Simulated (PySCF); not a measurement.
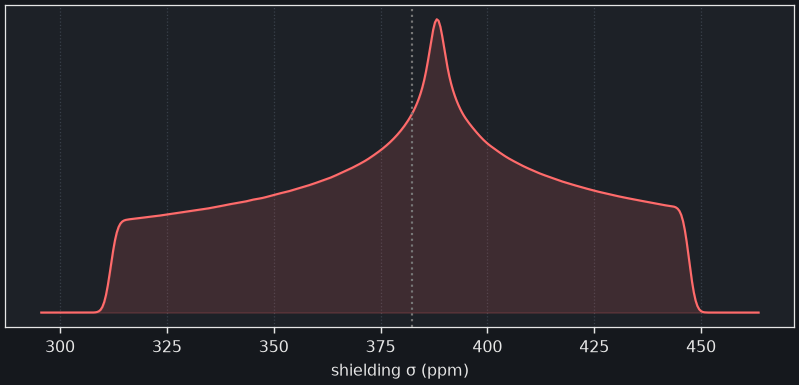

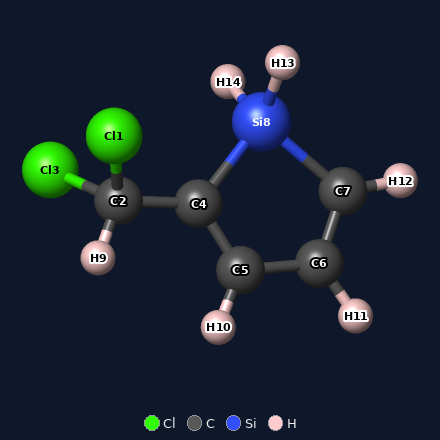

Static powder pattern (²⁹Si) from GIAO shielding tensors of C₅H₆Cl₂Si, SMILES ClC(Cl)C1=CC=C[SiH2]1, PBE/pcSseg-1 with PySCF, at a PBE0-D3(BJ)/def2-SVP geometry (no frequency check); absolute shielding, one fixed geometry of the isolated molecule without any motion, no dipolar terms. The dotted line is the isotropic value; skew is 3(σiso − σ22)/span.

Question: The pattern belongs to Si8. Give the principal values, span and skew.

Answer: Si8: σ11, σ22, σ33 = 312, 388, 447 ppm, isotropic 382, span 135 ppm, skew −0.13.

Known limits of this run: one conformer of a flexible molecule.
